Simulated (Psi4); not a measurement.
# CCSD(T)/def2-TZVPP run of H2S2 (SMILES SS)

Aim: the vertical ionisation energy of H2S2 at CCSD(T)/def2-TZVPP, from 2 runs. 

Program for the calculation: Psi4 1.11.

1 further run of the same task is left out (set aside as unsound or not needed).

### Step 1. The molecule

H2S2 has 4 atoms, charge 0, and is taken as a singlet. As SMILES, `SS`. Geometry: relaxed at PBE0-D4/def2-TZVP.

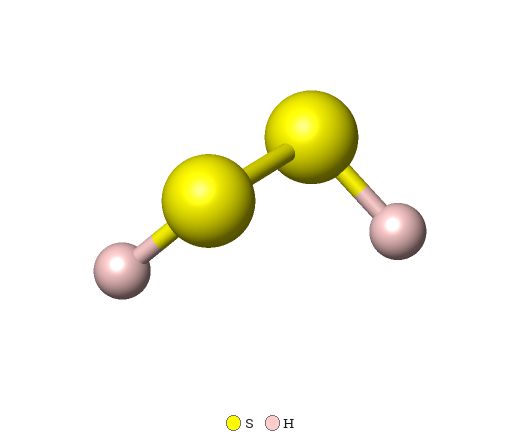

The structure, seen from a chosen angle (sulfur yellow, hydrogen pink).

### Step 2. A single-point energy at CCSD(T)/def2-TZVPP

Input file calc.in:

```
memory 2.2 GB

molecule {
  0 1
  S      0.784480    -0.789210     0.166690
  S      0.060220     1.121560     0.067360
  H     -0.225420    -1.352590     0.856880
  H     -0.619290     1.020250    -1.090950
  units angstrom
  symmetry c1
}

set {
  basis def2-TZVPP
  puream true
  e_convergence 1e-09
  d_convergence 1e-08
  scf_type pk
  num_frozen_docc 10
}

energy("ccsd(t)")
```

Launch:

```
$ psi4 -n 1 calc.in calc.out
```

calc.out (excerpt; [...] marks lines left out):

```text
[...]
  Running in c1 symmetry.
[...]
  Nuclear repulsion =   85.443143382187586
[...]
  Multiplicity = 1
[...]
  Nalpha       = 17
  Nbeta        = 17
[...]
    Number of basis functions: 112
[...]
   @RHF iter   1:  -796.21154143627905   -2.48363e-01   2.62936e-03 ADIIS/DIIS
[...]
   @RHF iter  12:  -796.25025094063756   -4.43379e-12   2.63290e-09 DIIS
[...]
    Orbital Energies [Eh]
    ---------------------
    Doubly Occupied:
       1A    -91.985088     2A    -91.985085     3A     -8.988142
       4A     -8.987944     5A     -6.669394     6A     -6.669073
       7A     -6.668355     8A     -6.668225     9A     -6.667470
      10A     -6.667470    11A     -1.059249    12A     -0.882861
      13A     -0.599084    14A     -0.550823    15A     -0.480225
      16A     -0.383752    17A     -0.381527
[...]
  @RHF Final Energy:  -796.25025094063756
   => Energetics <=
    Nuclear Repulsion Energy =             85.4431433821875856
    One-Electron Energy =               -1270.7992529319385540
    Two-Electron Energy =                 389.1058586091133975
    Total Energy =                       -796.2502509406375566
[...]
 Multipole Moments:
 ------------------------------------------------------------------------------------
     Multipole            Electronic (a.u.)      Nuclear  (a.u.)        Total (a.u.)
 ------------------------------------------------------------------------------------
 L = 1.  Multiply by 2.5417464519 to convert [e a0] to [Debye]
 Dipole X            :          1.0750460           -1.5340099           -0.4589639
 Dipole Y            :          0.4229708           -0.6035486           -0.1805778
 Dipole Z            :          0.2978874           -0.4250601           -0.1271727
 Magnitude           :                                                    0.5093418
[...]
      * MP2 total energy                      = -796.607652126595326
[...]
      * CCSD total energy                     = -796.644626601452160
[...]
      * CCSD(T) total energy                  = -796.662502302892335
[...]
```

It took 27 s on 1 thread of Intel Xeon 6975P-C (Granite Rapids), shared host; peak memory 1.4 GiB.

### Step 3. The doublet cation at the same level

Input file h2s2.json:

```json
{
 "schema_name": "qcschema_input",
 "schema_version": 1,
 "molecule": {
  "schema_name": "qcschema_molecule",
  "schema_version": 2,
  "symbols": ["S", "S", "H", "H"],
  "geometry": [1.48245235, -1.49139075, 0.31499845, 0.11379931, 2.11944123, 0.12729195, -0.42598206, -2.55602466, 1.61926852, -1.17028849, 1.92799308, -2.06159672],
  "molecular_charge": 1,
  "molecular_multiplicity": 2,
  "fix_symmetry": "c1",
  "fix_com": true,
  "fix_orientation": true
 },
 "driver": "energy",
 "model": {
  "method": "ccsd(t)",
  "basis": "def2-TZVPP"
 },
 "keywords": {
  "reference": "uhf",
  "puream": true,
  "e_convergence": 1e-09,
  "d_convergence": 1e-08,
  "scf_type": "pk",
  "num_frozen_docc": 10,
  "maxiter": 100
 }
}
```

Launch:

```
$ psi4 --qcschema h2s2.json -n 1 --memory 2200MB
```

stdout (excerpt; [...] marks lines left out):

```text
[...]
  Running in c1 symmetry.
[...]
  Nuclear repulsion =   85.443143548822519
[...]
  Multiplicity = 2
[...]
  Nalpha       = 17
  Nbeta        = 16
[...]
    Number of basis functions: 112
[...]
   @UHF iter   1:  -795.84169637100558    1.21471e-01   2.73384e-03 DIIS/ADIIS
[...]
   @UHF iter  22:  -795.90524559090704   -9.43601e-12   7.34542e-09 DIIS
[...]
   @S^2 Observed:                8.135349153E-01
[...]
    Orbital Energies [Eh]
    ---------------------
    Alpha Occupied:
       1A    -92.293496     2A    -92.293494     3A     -9.293416
       4A     -9.293214     5A     -6.983543     6A     -6.983465
       7A     -6.971309     8A     -6.971251     9A     -6.969932
      10A     -6.969618    11A     -1.357449    12A     -1.182398
      13A     -0.876113    14A     -0.841394    15A     -0.757947
      16A     -0.700057    17A     -0.676173
    Alpha Virtual:
      18A     -0.148653    19A     -0.091304    20A     -0.080709
      21A      0.069761    22A      0.097214    23A      0.103126
      24A      0.126198    25A      0.154330    26A      0.155290
[...]
  @UHF Final Energy:  -795.90524559090704
   => Energetics <=
    Nuclear Repulsion Energy =             85.4431435488225191
    One-Electron Energy =               -1260.9125549808222786
    Two-Electron Energy =                 379.5641658410926880
    Total Energy =                       -795.9052455909070432
  UHF NO Occupations:
  HONO-2 :   15  A 1.9965312
  HONO-1 :   16  A 1.9739656
[...]
 Multipole Moments:
 ------------------------------------------------------------------------------------
     Multipole            Electronic (a.u.)      Nuclear  (a.u.)        Total (a.u.)
 ------------------------------------------------------------------------------------
 L = 1.  Multiply by 2.5417464519 to convert [e a0] to [Debye]
 Dipole X            :        -23.8969914           23.9437560            0.0467646
 Dipole Y            :         -9.4023715            9.4207761            0.0184046
 Dipole Z            :         -6.6213690            6.6343182            0.0129492
 Magnitude           :                                                    0.0518974
[...]
      * MP2 total energy                      = -796.236234851380004
[...]
      * CCSD total energy                     = -796.276912876481447
[...]
      * CCSD(T) total energy                     = -796.296123962265597
[...]
```

The result, in JSON:

```text
{
 "driver": "energy",
 "model": {
  "method": "ccsd(t)",
  "basis": "def2-TZVPP"
 },
 "success": true,
 "return_result": -796.2961239622656,
 "properties": {
  "calcinfo_nbasis": 112,
  "calcinfo_nmo": 112,
  "calcinfo_nalpha": 17,
  "calcinfo_nbeta": 16,
  "calcinfo_natom": 4,
  "nuclear_repulsion_energy": 85.44314354882252,
  "return_energy": -796.2961239622656,
  "scf_one_electron_energy": -1260.9125549808223,
  "scf_two_electron_energy": 379.5641658410927,
  "scf_dipole_moment": [0.04676458873600353, 0.018404598465847855, 0.012949169654323356],
  "scf_total_energy": -795.905245590907,
  "scf_iterations": 22,
  "mp2_same_spin_correlation_energy": -0.07488896574724921,
  "mp2_opposite_spin_correlation_energy": -0.25610029472065743,
  "mp2_singles_energy": -2.875412090124788e-27,
  "mp2_doubles_energy": -0.33098926046790667,
  "mp2_correlation_energy": -0.33098926046790667,
  "mp2_total_energy": -796.23623485138,
  "ccsd_same_spin_correlation_energy": -0.07334532492583033,
  "ccsd_opposite_spin_correlation_energy": -0.2983219606435243,
  "ccsd_singles_energy": 2.6793190133435913e-17,
  "ccsd_doubles_energy": -0.37166728556935463,
  "ccsd_correlation_energy": -0.3716672855693546,
  "ccsd_total_energy": -796.2769128764814,
  "ccsd_iterations": 27,
  "ccsd_prt_pr_correlation_energy": -0.3908783713535313,
  "ccsd_prt_pr_total_energy": -796.2961239622656
 }
}
```

Run time: 97 s. Hardware: 1 thread of Intel Xeon 6975P-C (Granite Rapids), shared host; peak memory 1.5 GiB.

### Step 4. Results

At CCSD(T)/def2-TZVPP, 10 core orbitals frozen:

```
                                                                  quantity          value
                                                singlet H2S2: total energy  -796.66250 Eh
                         singlet H2S2: HOMO energy (Hartree–Fock orbitals)      -10.38 eV
                         singlet H2S2: LUMO energy (Hartree–Fock orbitals)        2.87 eV
                       singlet H2S2: HOMO–LUMO gap (Hartree–Fock orbitals)       13.25 eV
                singlet H2S2: correlation energy (10 core orbitals frozen)     -412.3 mEh
                                              singlet H2S2: (T) correction     -17.88 mEh
                                               singlet H2S2: T1 diagnostic          0.011
                                              doublet cation: total energy  -796.29612 Eh
doublet cation: HOMO energy (Hartree–Fock orbitals) (highest over α and β)      -16.28 eV
 doublet cation: LUMO energy (Hartree–Fock orbitals) (lowest over α and β)       -8.40 eV
              doublet cation: correlation energy (10 core orbitals frozen)     -390.9 mEh
                                            doublet cation: (T) correction     -19.21 mEh
                         doublet cation: ⟨S²⟩ of the reference determinant          0.814
                                             doublet cation: T1 diagnostic          0.041
                        vertical ionisation energy (to the doublet cation)       9.970 eV
```

Removing an electron at fixed nuclei costs 9.97 eV (230 kcal/mol). The triples (singlet H2S2) make up 4.3 % of the correlation energy. The triples (doublet cation) make up 4.9 % of the correlation energy.
